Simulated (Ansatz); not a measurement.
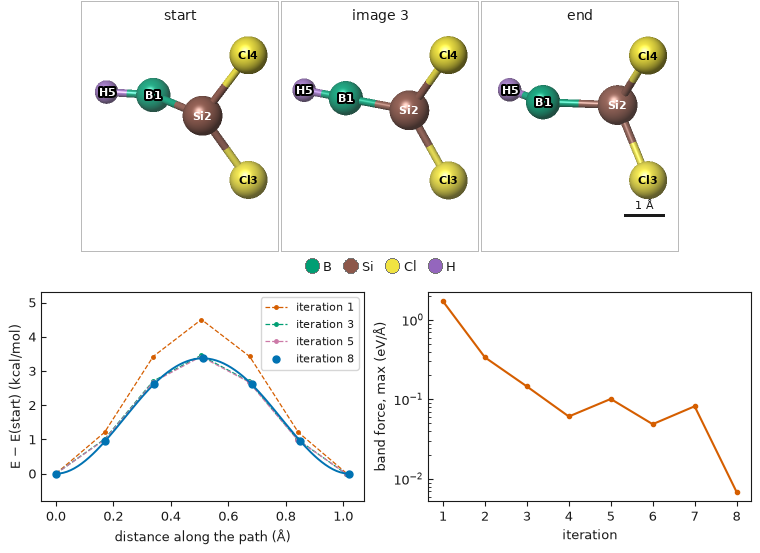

A search for the minimum-energy path of BSiHCl2 by the nudged elastic band. Images are numbered from 0 (start) to 6 (end). The plot follows the band through its iterations. The picture is a ball-and-stick view, seen at a tilt.

All numbers below come from RKS PBE-D4/def2-SVP in Ansatz. Run with 5 movable images; climbing image from the first iteration; force threshold 0.05 eV/Å; iteration limit 60; optimiser L-BFGS; starting path by image-dependent pair potential.

**Did the band converge, and can the barrier be trusted?**

The run is converged, with reservations. The band converged in 8 iterations. The largest component of the band force went from 1.7 to 0.0069 eV/Å. The climbing image converged on the top of the path. Its curvatures weren't checked. The first iteration put the highest image at 4.50 kcal/mol. The two ends have the same energy, and the highest point, image 3, lies 3.37 kcal/mol above the start.
